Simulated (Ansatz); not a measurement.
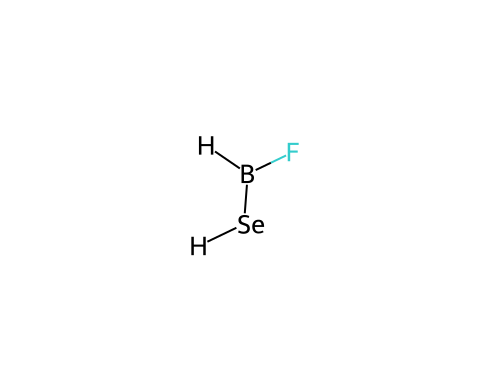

Skeletal drawing of a molecule.

> Transcribe the drawing into SMILES.

FB[SeH]

> Give the formula, hydrogens included.

BFH2Se.

> An optimisation with PBE0-D4/def2-TZVP gave a structure of which point group?

Cs.

More results for the same structure follow; atom numbers are the same in all pictures, views and colours differ. The computed structure is the end point of a PBE0-D4/def2-TZVP optimisation.

## Shape

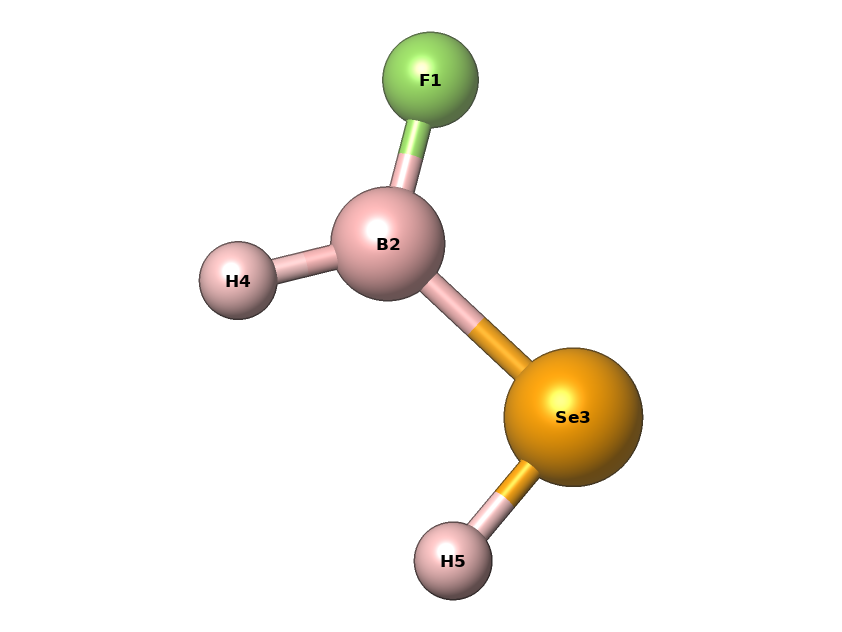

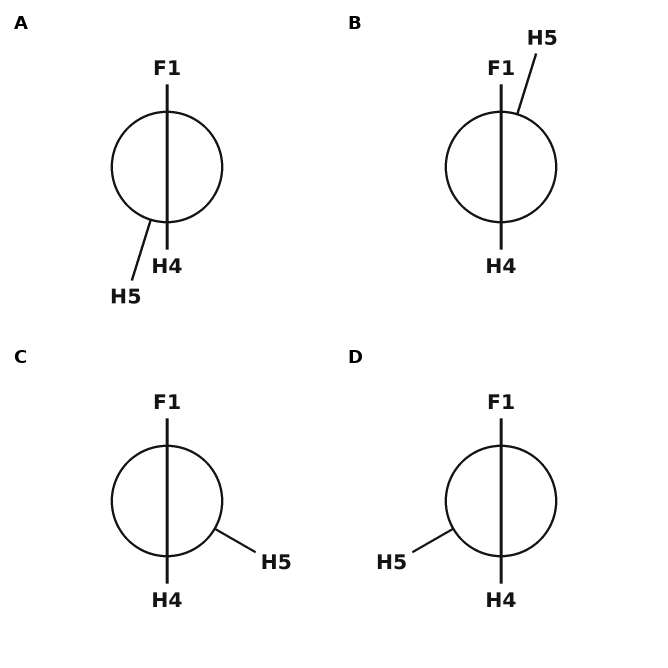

Distant atoms are faded towards the background colour. Bonds that would overlap in a projection are set slightly apart.

> Which Newman projection shows the view along B2–Se3, with B2 in front?

A. The torsion angle F1–B2–Se3–H5 is 180°, antiperiplanar (anti).

## Dipole moment

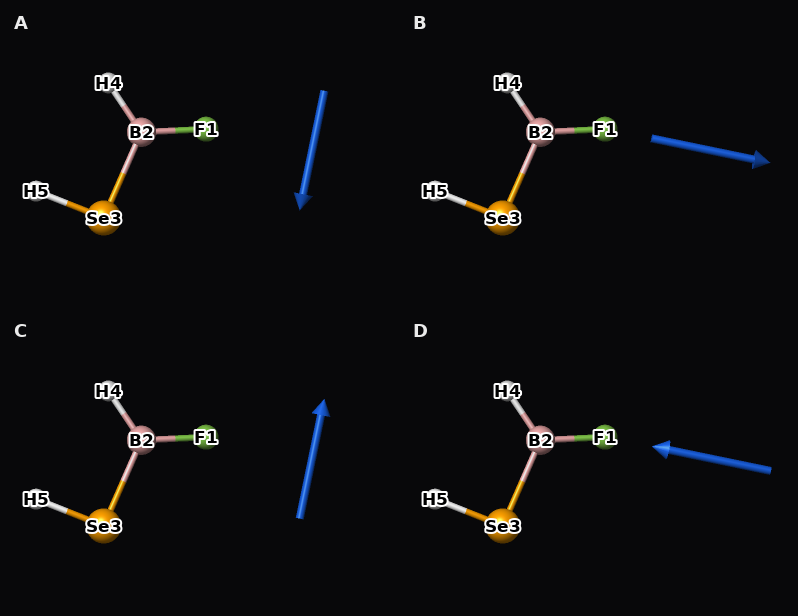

The same molecule four times, each with an arrow. Level of theory: RKS ωB97M-V/def2-TZVPP (Ansatz 0.2.0).

> Which arrow points along the dipole moment, from the negative to the positive end?

D. The dipole moment is 1.25 D; it points from the side of F1 to the side of H5 (the outermost atoms at the two ends).

## Thermal motion

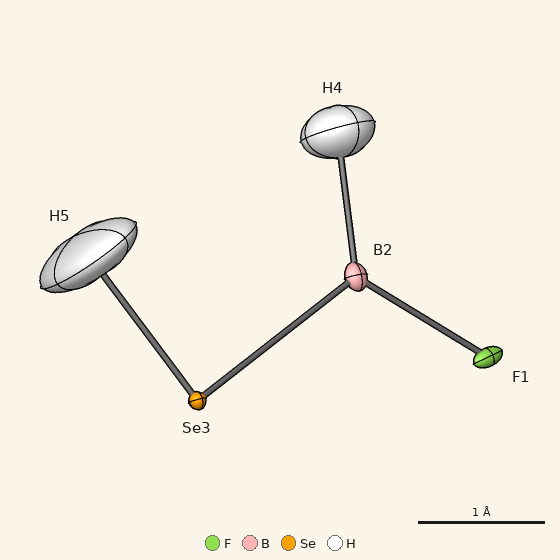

Displacement ellipsoids at the 50 % level, enlarged 1.5 times, from the internal vibrations of the free molecule (harmonic, no overall translation or rotation; no half-axis is drawn under 0.075 Å). Vibrations computed with RKS PBE0-D4/def2-TZVP (Ansatz 0.2.0). Temperature: 400 K.

> Which atom has the largest mean-square displacement?

H5, with U_eq = 0.0323 Å².

> Does H5 move more along its bond or across it?

Across it: the root-mean-square amplitude is 0.082 Å along the bond and up to 0.245 Å across, since bending and torsion are softer than stretching.

Give the displacement parameters, one line for each set of equivalent atoms.

```tsv
atom	U_eq (Å²)	rms amplitudes (Å)
F1	0.0015	0.015, 0.016, 0.064
B2	0.0019	0.036, 0.043, 0.051
Se3	0.00012	0.003, 0.004, 0.019
H4	0.0145	0.090, 0.133, 0.134
H5	0.0323	0.082, 0.173, 0.245
```

## Charges

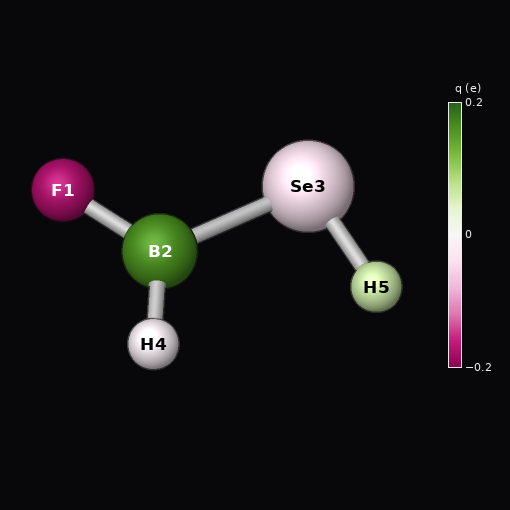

Atoms are coloured by their Mulliken charges. Level of theory: RKS PBE-D4/def2-TZVPP (Ansatz 0.2.0).

Give the Mulliken charges atom by atom.

| atom | value (e) |
| --- | --- |
| F1 | −0.17 |
| B2 | 0.16 |
| Se3 | −0.03 |
| H4 | −0.01 |
| H5 | 0.06 |

Mulliken values depend strongly on the basis set and can even reverse the polarity of a bond.
